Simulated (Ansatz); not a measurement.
CH₁₀N₂OSi₂: several calculations on one system

## 1. Relaxation

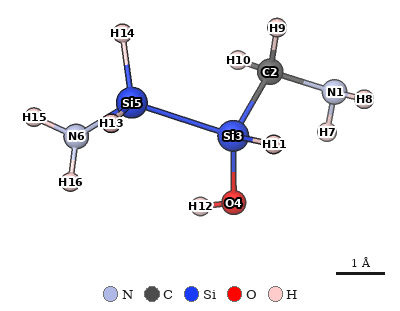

Starting structure of CH10N2OSi2. Style: ball-and-stick. Shown at a tilt.

The run prepares an end point of a later path (inversion) calculation, from a guessed geometry.

Level of theory: RKS B3LYP-D4/def2-SVP in Ansatz.

Input file:
```yaml
crystal:
  periodic: [false, false, false]
  atoms:
    - { symbol: "N", position_ang: [2.4958, -1.0721, -1.2726] }
    - { symbol: C, position_ang: [1.5817, 0.0475, -0.779] }
    - { symbol: Si, position_ang: [0.329, -0.5749, 0.4889] }
    - { symbol: O, position_ang: [-0.422, -1.8884, -0.0644] }
    - { symbol: Si, position_ang: [-1.1255, 1.1703, 0.9516] }
    - { symbol: "N", position_ang: [-2.5773, 1.0141, 0.0796] }
    - { symbol: H, position_ang: [1.8981, -1.786, -1.6468] }
    - { symbol: H, position_ang: [3.0226, -1.4185, -0.5242] }
    - { symbol: H, position_ang: [2.2182, 0.8534, -0.3059] }
    - { symbol: H, position_ang: [1.0497, 0.4883, -1.6024] }
    - { symbol: H, position_ang: [1.0828, -0.9882, 1.7509] }
    - { symbol: H, position_ang: [-1.1295, -1.7001, -0.7399] }
    - { symbol: H, position_ang: [-1.6004, 1.1995, 2.3709] }
    - { symbol: H, position_ang: [-0.5844, 2.5057, 0.624] }
    - { symbol: H, position_ang: [-3.1312, 1.832, 0.1896] }
    - { symbol: H, position_ang: [-3.1304, 0.2948, 0.524] }
basis:
  gaussian: { orbitals: def2-SVP }
hamiltonian:
  xc: b3lyp
  dispersion: d4
relax:
  f_tol: 0.015
  max_steps: 40
```

Run as
```bash
ansatz run input.yaml --threads 2 --pin off --max-ram 3072MiB --backend cpu --events-out ev --progress --plain --runs-dir out
```

Q: Where does the relaxation end?

A: The energy falls by 67.1 kJ/mol in 18 accepted moves (20 points after the start). Largest force component: 2.7 eV/Å at the start, 0.0082 eV/Å at the end. The line search rejected the trial steps at points 9, 13 of the run. The atom that moves furthest after the best rigid fit is H13 (0.89 Å). By element the largest moves are H 0.89 Å, O 0.85 Å, N 0.65 Å, C 0.40 Å, Si 0.22 Å. Among the contacts that change: Si3–O4 1.611 → 1.684 Å, Si5–N6 1.701 → 1.772 Å, N1–C2 1.527 → 1.472 Å, Si3–Si5 2.318 → 2.362 Å. Among the angles between lasting bonds that change: O4–Si3–Si5 112.9° → 99.5°, N6–Si5–H13 102.5° → 115.2°, Si3–Si5–N6 111.4° → 99.4°. Groups turn about Si3–O4 by about 50°, Si3–Si5 by about 50°. Cost: 3.2 min on 2 threads of Intel(R) Xeon(R) Platinum 8259CL CPU @ 2.50GHz (Skylake/Cascade Lake), with other jobs on the host, peak memory 0.43 GiB.

The structure at the end:

```xyz
16

N     2.5495   -1.1557   -1.2046
C     1.9363    0.0320   -0.5869
Si    0.3530   -0.3926    0.3669
O    -0.6066   -1.3177   -0.6626
Si   -1.1734    1.3385    0.8696
N    -2.6892    0.5119    0.4721
H     1.8506   -1.6432   -1.7686
H     2.8345   -1.8209   -0.4837
H     2.6745    0.5281    0.0678
H     1.7034    0.7649   -1.3799
H     0.7406   -1.2022    1.5690
H    -1.5161   -0.9682   -0.6883
H    -1.1118    1.9344    2.2448
H    -1.0716    2.4663   -0.1059
H    -3.4817    1.0895    0.1963
H    -3.0147   -0.1875    1.1382
```

After the run, drawn alike:

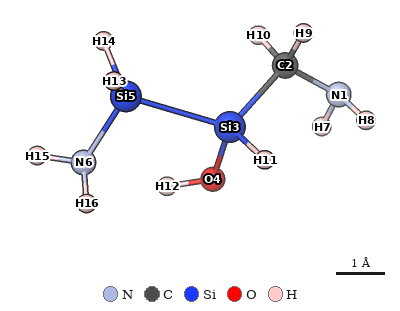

## 2. Relaxation

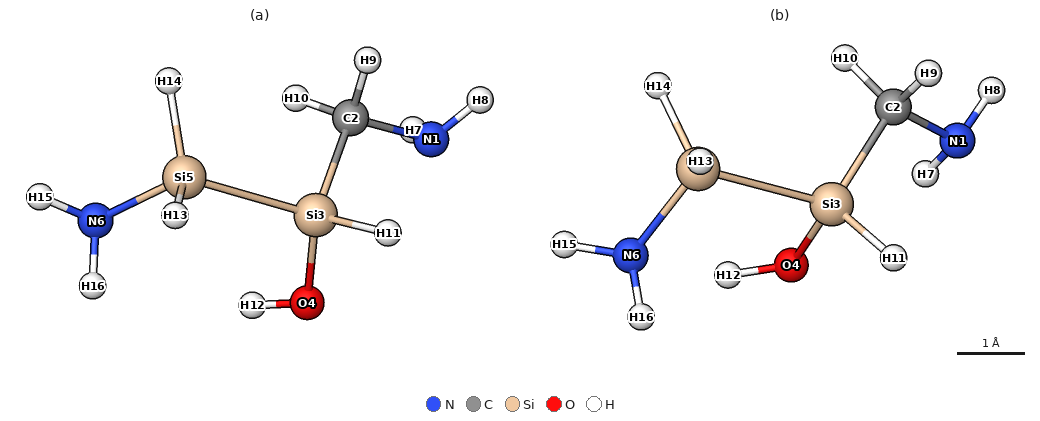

The structure of CH10N2OSi2 before (left) and after (right) a relaxation, at one scale.

The picture is a ball-and-stick view, seen at a tilt.

The run prepares an end point of a later path (inversion) calculation, from a guessed geometry.

These are results of RKS B3LYP-D4/def2-SVP (Ansatz 0.2.0), not measurements. Set-up: no spin polarisation; force threshold 0.015 eV/Å; at most 40 steps.

Question: What changed between the two?

Answer: The largest move after the best rigid fit is that of O4, 0.90 Å. By element the largest moves are O 0.90 Å, H 0.88 Å, N 0.59 Å, C 0.45 Å, Si 0.19 Å. Among the contacts that change: Si5–N6 1.701 → 1.772 Å, Si3–O4 1.611 → 1.683 Å, N1–C2 1.527 → 1.462 Å, Si3–Si5 2.318 → 2.361 Å. Among the angles between lasting bonds that change: O4–Si3–Si5 112.9° → 99.4°, N6–Si5–H13 102.5° → 115.1°, Si3–Si5–N6 111.4° → 99.2°. Groups turn about N1–C2 by about 65°, Si3–O4 by about 50°, Si3–Si5 by about 50°. The energy falls by 18.9 kcal/mol in 21 geometry steps. Largest force component: 2.9 eV/Å at the start, 0.014 eV/Å at the end. Cost: 3.4 min on 2 threads of Intel(R) Xeon(R) Platinum 8259CL CPU @ 2.50GHz (Skylake/Cascade Lake) (shared host), peak memory 0.43 GiB.

## 3. Path

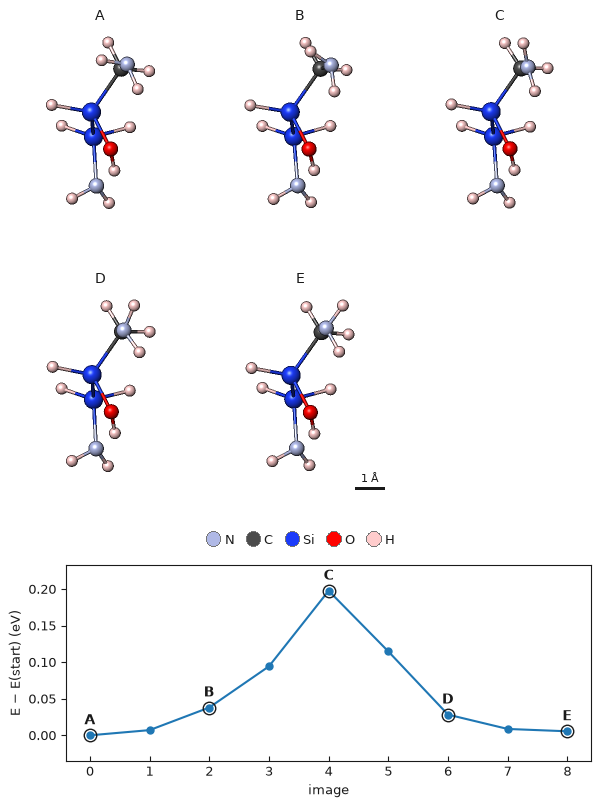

A search for the minimum-energy path of CH10N2OSi2 by the nudged elastic band. Images are numbered from 0 (start) to 8 (end). Frames A to E are images 0, 2, 4, 6, 8. A ball-and-stick model, seen from a free direction.

These are results of RKS B3LYP-D4/def2-SVP (Ansatz 0.2.0), not measurements. Run with 7 movable images; climbing image; force threshold 0.05 eV/Å; iteration limit 18; starting path by image-dependent pair potential.

Q: Describe the mechanism and the energy profile.

A: The energy climbs by 0.198 eV to image 4 and then falls by 0.192 eV, so the end point sits at +0.005 eV. The motion is an umbrella inversion at an N atom. No bond forms or breaks between the ends. Among the angles between lasting bonds that change up to the highest image: H–N–H 105.6° → 118.5°, C–N–H 110.2° → 121.6°. The band converged in 9 iterations. The largest component of the band force went from 1.2 to 0.047 eV/Å. The climbing image converged on the top of the path. Its vibrational analysis gives one imaginary mode (622i cm⁻¹), as a transition state must have.

The run took 8.9 min on 2 threads of Intel(R) Xeon(R) Platinum 8259CL CPU @ 2.50GHz (Skylake/Cascade Lake), with other jobs on the host, peak memory 0.44 GiB.
